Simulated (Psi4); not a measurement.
**SiH3Se (SMILES [SiH2][SeH]): UHF/STO-3G**

Aim: the energy change on altering one bond length of SiH3Se at UHF/STO-3G, from 2 runs. 

The calculation is run with Psi4 1.11.

### Step 1. The structure to begin with

SiH3Se: 5 atoms, total charge 0, spin state doublet. As SMILES, `[SiH2][SeH]`. Geometry: relaxed at PBE0-D4/def2-TZVP. This is one conformer, not always the lowest.

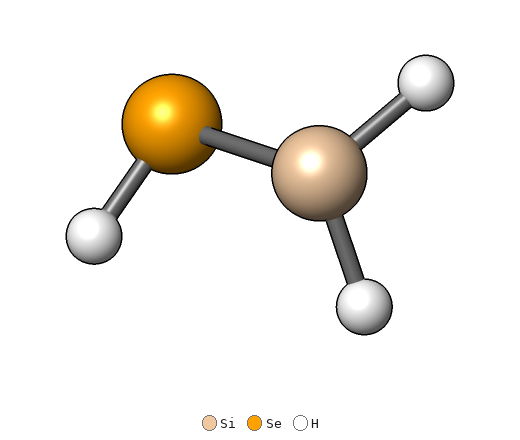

Viewed from a chosen angle; silicon light orange, selenium orange, hydrogen white.

### Step 2. Energy and forces at UHF/STO-3G

calc.py

```python
import psi4

psi4.set_memory('1600 MB')
psi4.set_num_threads(1)
psi4.set_output_file('output.dat', False)

mol = psi4.geometry("""
0 2
Si
Se 1 2.272135
H 1 1.491751 2 111.05429
H 1 1.488846 3 110.21157 2 -115.85731
H 2 1.468972 1 93.11917 4 170.70284
symmetry c1
""")

psi4.set_options({
    'basis': 'STO-3G',
    'reference': 'uhf',
    'puream': True,
    'e_convergence': 1e-09,
    'd_convergence': 1e-08,
    'scf_type': 'pk',
    'maxiter': 200,
})

E, wfn = psi4.gradient("scf", molecule=mol, return_wfn=True)
print('gradient / Eh bohr^-1')
print(E.np.round(6))
print(f'energy = {wfn.energy():.10f} Eh')
```

On the command line:

```
$ python calc.py
```

output.dat, shortened:

```text
[...]
  Running in c1 symmetry.
[...]
  Nuclear repulsion =  147.937345266169331
[...]
  Multiplicity = 2
[...]
  Nalpha       = 26
  Nbeta        = 25
[...]
    Number of basis functions: 30
[...]
   @UHF iter   1: -2660.72739592072685   -3.21973e+00   1.21765e-02 ADIIS/DIIS
[...]
   @UHF iter  13: -2660.87141493625586   -1.81899e-12   4.88592e-09 DIIS
[...]
   @S^2 Observed:                7.522571417E-01
[...]
    Orbital Energies [Eh]
    ---------------------
    Alpha Occupied:
       1A   -455.559226     2A    -67.957735     3A    -58.725020
       4A    -53.439614     5A    -53.438932     6A    -53.437495
       7A     -8.192749     8A     -6.033645     9A     -6.029505
      10A     -6.020628    11A     -5.955806    12A     -3.990424
      13A     -3.975232    14A     -3.973886    15A     -1.652197
      16A     -1.651227    17A     -1.642325    18A     -1.638065
      19A     -1.636402    20A     -0.815583    21A     -0.651907
      22A     -0.458671    23A     -0.408918    24A     -0.355824
      25A     -0.292321    26A     -0.221596
    Alpha Virtual:
[...]
  @UHF Final Energy: -2660.87141493625586
   => Energetics <=
    Nuclear Repulsion Energy =            147.9373452661693307
    One-Electron Energy =               -4021.7709075906013823
    Two-Electron Energy =                1212.9621473881761631
    Total Energy =                      -2660.8714149362558601
  UHF NO Occupations:
  HONO-2 :   24  A 1.9997753
  HONO-1 :   25  A 1.9991720
[...]
 Multipole Moments:
 ------------------------------------------------------------------------------------
     Multipole            Electronic (a.u.)      Nuclear  (a.u.)        Total (a.u.)
 ------------------------------------------------------------------------------------
 L = 1.  Multiply by 2.5417464519 to convert [e a0] to [Debye]
 Dipole X            :         -0.6109396            0.1087586           -0.5021810
 Dipole Y            :         -1.4821577            1.6261509            0.1439932
 Dipole Z            :          9.5351511          -10.3377632           -0.8026120
 Magnitude           :                                                    0.9576565
[...]
  -Total Gradient:
     Atom            X                  Y                   Z
    ------   -----------------  -----------------  -----------------
       1       -0.024877296821    -0.006272867485     0.015301841609
       2        0.016475548003    -0.015421688832     0.005746363830
       3       -0.003172956766     0.027959606914    -0.012940739830
       4        0.025543181131    -0.017527044490    -0.005337458706
       5       -0.013968475548     0.011261993892    -0.002770006777
[...]
```

Standard output:

```text
gradient / Eh bohr^-1
[[-0.024877 -0.006273  0.015302]
 [ 0.016476 -0.015422  0.005746]
 [-0.003173  0.02796  -0.012941]
 [ 0.025543 -0.017527 -0.005337]
 [-0.013968  0.011262 -0.00277 ]]
energy = -2660.8714149363 Eh
```

Run time: 2.6 s. Hardware: 1 thread of Intel Xeon Platinum 8259CL at 2.50GHz (Skylake/Cascade Lake), shared host; peak memory 0.19 GiB.

### Step 3. The distorted shape: a single-point energy at UHF/STO-3G

job.inp

```
memory 1600 MB

molecule system {
  0 2
  Si    -0.08781368    -2.05596344     0.63489507
  Se     1.46756131     2.23441217    -1.25080972
  H     -2.66766779    -1.79971658     1.74189663
  H     -0.13826937    -3.83155011    -1.54698272
  H      0.91198183     3.63451026     1.08092334
  units bohr
  symmetry c1
  no_reorient
  no_com
}

set globals {
  reference uhf
  puream true
  e_convergence 1e-09
  d_convergence 1e-08
  scf_type pk
  maxiter 200
}

E, wfn = energy('hf/STO-3G', return_wfn=True)
oeprop(wfn, 'WIBERG_LOWDIN_INDICES', 'QUADRUPOLE', 'MAYER_INDICES')
print_variables()
```

On the command line:

```
$ psi4 -n 1 job.inp job.out
```

job.out, shortened:

```text
[...]
  Running in c1 symmetry.
[...]
  Nuclear repulsion =  132.137187128499761
[...]
  Multiplicity = 2
[...]
  Nalpha       = 26
  Nbeta        = 25
[...]
    Number of basis functions: 30
[...]
   @UHF iter   1: -2660.65435123820498   -3.33555e+00   1.23088e-02 DIIS/ADIIS
[...]
   @UHF iter  15: -2660.83947047112997   -2.27374e-12   5.75572e-09 DIIS
[...]
   @S^2 Observed:                7.531550863E-01
[...]
    Orbital Energies [Eh]
    ---------------------
    Alpha Occupied:
       1A   -455.529129     2A    -67.970209     3A    -58.695491
       4A    -53.410221     5A    -53.409627     6A    -53.407855
       7A     -8.165013     8A     -6.005904     9A     -6.002035
      10A     -5.992687    11A     -5.967394    12A     -4.001461
      13A     -3.985576    14A     -3.985061    15A     -1.624415
      16A     -1.623468    17A     -1.614267    18A     -1.610190
      19A     -1.608310    20A     -0.769633    21A     -0.663377
      22A     -0.450980    23A     -0.398607    24A     -0.336646
      25A     -0.257978    26A     -0.226506
    Alpha Virtual:
[...]
  @UHF Final Energy: -2660.83947047112997
   => Energetics <=
    Nuclear Repulsion Energy =            132.1371871284997610
    One-Electron Energy =               -3991.0084246246569819
    Two-Electron Energy =                1198.0317670250269657
    Total Energy =                      -2660.8394704711304257
  UHF NO Occupations:
  HONO-2 :   24  A 1.9998761
  HONO-1 :   25  A 1.9985948
[...]
 Multipole Moments:
 ------------------------------------------------------------------------------------
     Multipole            Electronic (a.u.)      Nuclear  (a.u.)        Total (a.u.)
 ------------------------------------------------------------------------------------
 L = 1.  Multiply by 2.5417464519 to convert [e a0] to [Debye]
 Dipole X            :        -47.0786898           46.7737377           -0.3049521
 Dipole Y            :        -46.0198920           45.1897692           -0.8301228
 Dipole Z            :         33.2467254          -32.3631623            0.8835632
 Magnitude           :                                                    1.2501134
 L = 2.  Multiply by 1.3450342976 to convert [e a0^2] to [Debye ang]
 Quadrupole XX       :       -105.0696336           81.3022689          -23.7673647
 Quadrupole XY       :       -123.9058806          122.6636763           -1.2422043
[...]
```

Run time: 2.3 s. Hardware: 1 thread of Intel Xeon Platinum 8259CL at 2.50GHz (Skylake/Cascade Lake), shared host; peak memory 0.2 GiB.

### Step 4. Outcome

Level: UHF/STO-3G.

| quantity | value |
| --- | --- |
| first shape: total energy | -2660.87141 Eh |
| first shape: dipole moment | 2.43 D |
| first shape: HOMO energy (highest over α and β) | -6.03 eV |
| first shape: LUMO energy (lowest over α and β) | 5.33 eV |
| first shape: ⟨S²⟩ | 0.752 |
| first shape: largest force on an atom | 1.616 eV/Å |
| distorted shape: total energy | -2660.83947 Eh |
| distorted shape: dipole moment | 3.18 D |
| distorted shape: HOMO energy (highest over α and β) | -6.16 eV |
| distorted shape: LUMO energy (lowest over α and β) | 4.56 eV |
| distorted shape: ⟨S²⟩ | 0.753 |
| energy change with the Si1–Se2 bond stretched from 2.272 to 2.613 Å | 0.869 eV |

What this shows: With the Si1–Se2 bond stretched from 2.272 to 2.613 Å the energy rises by 0.87 eV (83.9 kJ/mol). The first shape isn't relaxed at this level, so the change isn't measured from a minimum. The minimal basis adds a large error of its own. The largest force (first shape) is 1.62 eV/Å: the shape isn't a stationary point for this species at this level.
